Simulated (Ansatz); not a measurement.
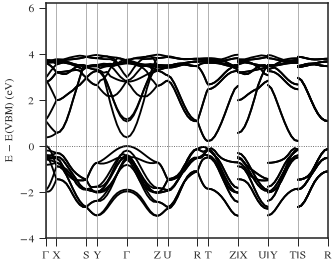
Figure: Band structure from plane-wave PAW PBE (Ansatz code)

**Question.** Read off the gap and where the band edges lie.

**Answer.** About 0.2 eV (0.22 eV by a search for the band edges); maximum at Γ, minimum at T.

**Question.** Which compound is it?
A) GaN, Pnma (Ga on 4c, N on 4c)
B) FeS2, Pnnm (Fe on 2a, S on 4g)
C) LaN, Pnma (La on 4c, N on 4c)

**Answer.** C, LaN, Pnma (La on 4c, N on 4c)

The start of the workflow was typed in or built on a structure type; neither database checked (COD, Materials Project) lists it. COD files the formula under space group No. 225, so this cell is another polymorph or a model. Its standing as an ambient phase is unchecked. The PBE relaxation kept the symmetry of its start; whether a distortion lowers the energy is not shown. Scalar-relativistic: spin–orbit coupling is off unless named, which matters more the heavier the elements.

Potentials: the later of the program's two PAW sets.
